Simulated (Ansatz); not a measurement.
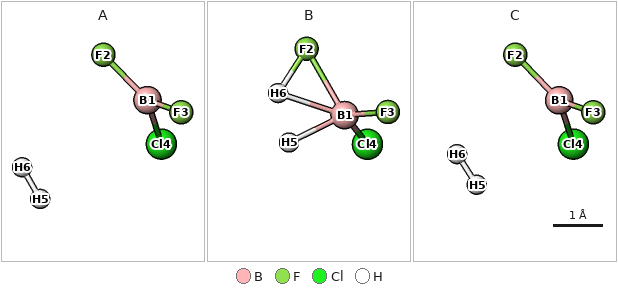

3 geometries from a converged minimum-energy path of BH2ClF2, made up at the start of BClF$_{2}$ and H₂, shuffled. A ball-and-stick model, seen from a free direction.

All numbers below come from Ansatz, RHF/def2-SVP. Settings: 5 movable images; climbing image; force threshold 0.05 eV/Å; iteration limit 60; starting path through a guess of the saddle point.

Question: One of them is the converged climbing image. Which?

Answer: B. In order along the path, whose images run from 0 to 6: A (image 0, 0.0 kJ/mol), C (image 1, +5.1 kJ/mol), B (image 3, +271.7 kJ/mol). Breaking: B1–F2 (1.30 → 1.57 at the top → 2.72 Å), H5–H6 (0.75 → 1.05 at the top → 3.32 Å). Forming: B1–H5 (3.23 → 1.34 at the top → 1.19 Å), F2–H6 (3.09 → 1.14 at the top → 0.90 Å).

Limits of the set-up: the start holds two separate molecules, 3.1 Å apart at their closest, whose relative position is a soft coordinate and is computed without a dispersion correction; Hartree-Fock leaves out electron correlation.
